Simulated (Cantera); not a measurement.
A closed system holds: 1 mol Fe₃O₄, 0.44 mol H₂, 8.7 mol N₂, equilibrated at 1.33 mbar.

Equilibrium computed with Cantera from the NASA thermochemical tables; the gas is ideal and each condensed phase is pure. Candidate condensed phases: Fe, FeO, Fe(OH)₂, Fe(OH)₃, Fe₂O₃, Fe₃O₄, H₂O; 27 gas species. Mutual solubility and eutectic melting of coexisting phases are not modelled. The tables' stoichiometric FeO is somewhat more stable than real wüstite, so its field is too wide. FeO: taken at fixed stoichiometry. Equilibrium is a limit: real reactors are often held back by kinetics, nucleation or transport.

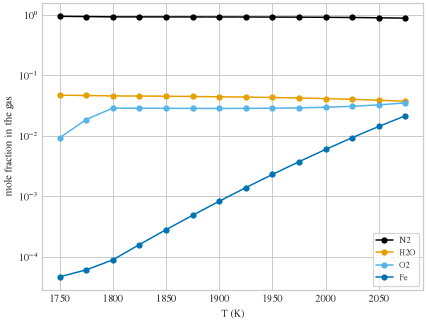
Fig. 1. Equilibrium gas composition (values under 1e-9 drawn at 1e-9)

From 1750 K to 1775 K the condensed part is FeO(l) + Fe₃O₄(s). From 1800 K to 2075 K the condensed part is FeO(l). The main Fe-bearing gas is FeO at 1750 K and Fe at 2075 K.
